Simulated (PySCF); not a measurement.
# M06-2X/6-31G(d) (spherical functions) run of Ge2H6O2 (SMILES [OH][GeH2][GeH2][OH])

What is the vertical ionisation energy of Ge2H6O2 at M06-2X/6-31G* (spherical functions)? The job is set up through a Python script.

The calculation is run with PySCF 2.14.0.

4 further runs of the same task are left out: 4 set aside as unsound or not needed.

### Step 1. The molecule

The species is Ge2H6O2 (10 atoms), meant as a singlet with charge 0. SMILES: `[OH][GeH2][GeH2][OH]`. The shape is that of a PBE0-D4/def2-TZVP optimisation. This is one conformer, not always the lowest.

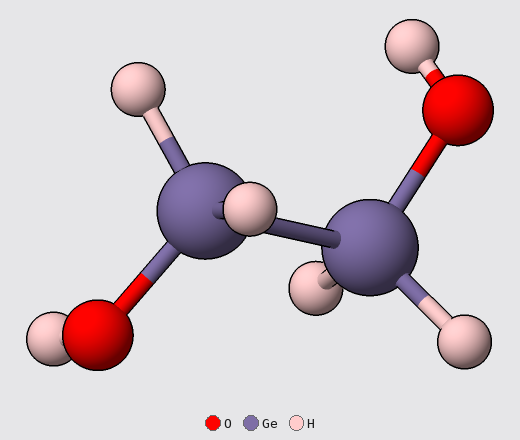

The structure, seen from a chosen angle (oxygen red, germanium purple, hydrogen pink).

### Step 2. A single-point energy at M06-2X/6-31G(d) (spherical functions)

File input.py:

```python
from pyscf import gto, dft

molecule = gto.M(
    atom='''
O   -0.309300   2.455000  -0.006400
Ge   0.600700   0.984100   0.456700
Ge  -0.721500  -1.006400  -0.054200
O    0.308500  -2.466700   0.057800
H   -0.425000   2.532100  -0.955900
H    0.860000   1.168500   1.957800
H    1.943500   0.946400  -0.311300
H   -1.840500  -1.265700   0.963100
H   -1.315400  -0.903200  -1.479200
H    0.981900  -2.495100  -0.625400
''',
    basis='6-31g*',
    max_memory=1860,
    spin=0,
    verbose=3,
)

mf = dft.RKS(molecule, xc='m06-2x')
mf.grids.level = 5
mf.conv_tol = 1e-10
mf.kernel()
if not mf.converged:
    mf = mf.newton().run(mf.mo_coeff, mf.mo_occ)

e_tot = mf.e_tot
print('E = %.10f Eh' % e_tot)
```

The run is started by

```console
$ OMP_NUM_THREADS=1 python input.py
```

The program printed:

```text
converged SCF energy = -4307.42585485606
E = -4307.4258548561 Eh
```

It took 65 s on 1 thread of Arm Neoverse V1, shared host; peak memory 0.58 GiB.

### Step 3. The doublet cation at the same level

File job.py:

```python
from pyscf import gto, dft

mol = gto.Mole()
mol.atom = [
    ('O', (-0.309300, 2.455000, -0.006400)),
    ('Ge', (0.600700, 0.984100, 0.456700)),
    ('Ge', (-0.721500, -1.006400, -0.054200)),
    ('O', (0.308500, -2.466700, 0.057800)),
    ('H', (-0.425000, 2.532100, -0.955900)),
    ('H', (0.860000, 1.168500, 1.957800)),
    ('H', (1.943500, 0.946400, -0.311300)),
    ('H', (-1.840500, -1.265700, 0.963100)),
    ('H', (-1.315400, -0.903200, -1.479200)),
    ('H', (0.981900, -2.495100, -0.625400)),
]
mol.max_memory = 1860
mol.verbose = 3
mol.basis = '6-31g*'
mol.charge = 1
mol.spin = 1
mol.build()

mf = dft.UKS(mol, xc='m06-2x')
mf.conv_tol = 1e-10
mf.grids.level = 5
mf.kernel()
if not mf.converged:
    mf = mf.newton().run(mf.mo_coeff, mf.mo_occ)

e_final = mf.e_tot
print('E(%s) = %.9f' % ('M06-2X', e_final))
```

The run is started by

```console
$ OMP_NUM_THREADS=1 python job.py
```

The program printed:

```text
WARN: HOMO -0.28530340837959 >= LUMO -0.285303408379591

converged SCF energy = -4307.07414471397  <S^2> = 0.76001655  2S+1 = 2.0099916
E(M06-2X) = -4307.074144714
```

Wall time 3.1 min (1 thread of Arm Neoverse V1, shared host); peak memory 0.6 GiB.

### Step 4. Results

Level: M06-2X/6-31G* (spherical functions).

```
                                          quantity           value
                     singlet Ge2H6O2: total energy  -4307.42585 Eh
                    singlet Ge2H6O2: dipole moment          2.39 D
                      singlet Ge2H6O2: HOMO energy        -8.49 eV
                      singlet Ge2H6O2: LUMO energy         0.10 eV
                    singlet Ge2H6O2: HOMO–LUMO gap         8.59 eV
                      doublet cation: total energy  -4307.07414 Eh
doublet cation: HOMO energy (highest over α and β)       -15.09 eV
 doublet cation: LUMO energy (lowest over α and β)       -10.66 eV
                              doublet cation: ⟨S²⟩           0.760
vertical ionisation energy (to the doublet cation)        9.571 eV
```

**Reading.** Removing an electron at fixed nuclei costs 9.57 eV (923 kJ/mol). −ε(HOMO) before ionisation, 8.49 eV, is 1.08 eV below this ionisation energy. Mulliken charges (doublet cation) run from -0.64 on O1 to +0.48 on H5; they depend strongly on the basis.
